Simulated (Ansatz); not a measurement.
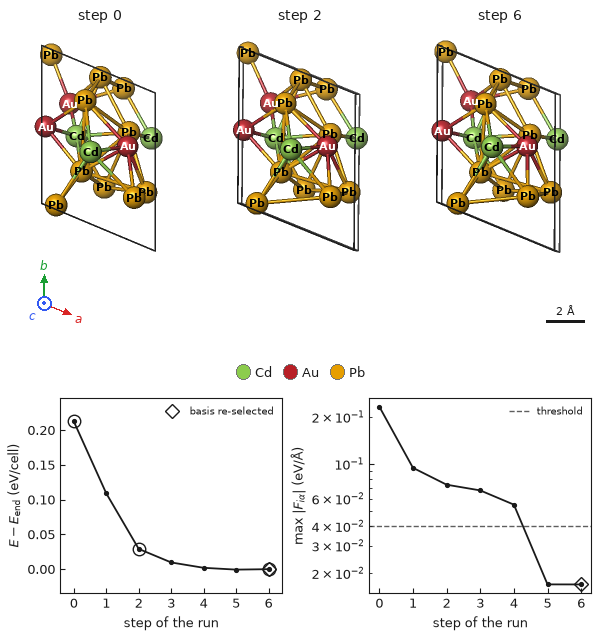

Frames of a relaxation of crystalline Cd3Pb10Au3 (a generated structure, set up in P1) (coarse preliminary run), marked on the history of the run. Style: ball-and-stick. Shown: the cell of the calculation, along the c axis.

Case: elements placed on the fcc lattice at random, relaxed further on a centred mesh.

The calculation used DFT PBE, scalar-relativistic, plane waves, PAW (Ansatz). (plane-wave cutoff 420 eV; k-point mesh 4 × 3 × 3; occupations gaussian; smearing width 0.1 eV; no spin polarisation; cell and atoms relaxed; force threshold 0.04 eV/Å; at most 25 steps)

Describe the path.

The atom that moves furthest relative to the cell is a Pb atom (0.42 Å roughly along [−2 0 −1]). By element the largest moves are Pb 0.42 Å, Cd 0.35 Å, Au 0.25 Å. Cell: a 6.887 → 7.153 Å (+3.9 %), b 9.125 → 9.018 Å (−1.2 %), c 9.150 → 8.895 Å (−2.8 %), α 114.0° → 112.7°, β 109.9° → 112.0°, γ 101.2° → 101.0°. Volume −0.8 %. Among the contacts that change: Pb–Pb 3.735 → 4.359 Å, Pb–Pb 4.138 → 3.705 Å, Pb–Pb 3.779 → 4.117 Å, Pb–Pb 3.957 → 3.655 Å. Among the angles between lasting bonds that change: Au–Pb–Pb 99.8° → 83.9°, Pb–Pb–Pb 76.4° → 92.0°, Au–Pb–Pb 153.1° → 167.6°. The space group stays P1 (No. 1). The energy falls by 0.213 eV per cell of the calculation in 5 accepted moves (6 points after the start). The largest force component goes from 0.23 to 0.017 eV/Å. Pressure: 0.29 GPa at the start and 0.00 GPa at the end. The SCF was repeated once at an unchanged geometry on a basis and grid sized afresh for the cell, which shifted the energy by 0.6 meV per cell of the calculation at most. From step 0 to 2: a Pb atom moves most (0.32 Å), volume −1.1 %, energy −0.183 eV per cell of the calculation. From step 2 to 6: a Cd atom moves most (0.15 Å), volume +0.3 %, energy −29.2 meV per cell of the calculation.

| step | E − E(0), meV/atom | largest force component, eV/Å | pressure, GPa | volume, Å³/atom | note |
| --- | --- | --- | --- | --- | --- |
| 0 | 0.00 | 0.2331 | 0.29 | 28.470 |  |
| 1 | -6.47 | 0.0946 | -0.15 | 28.573 |  |
| 2 | -11.46 | 0.0737 | 0.28 | 28.154 |  |
| 3 | -12.68 | 0.0678 | 0.00 | 28.255 |  |
| 4 | -13.16 | 0.0550 | 0.01 | 28.241 |  |
| 5 | -13.33 | 0.0170 | 0.00 | 28.245 |  |
| 6 | -13.29 | 0.0169 | 0.00 | 28.245 | same geometry, new basis |
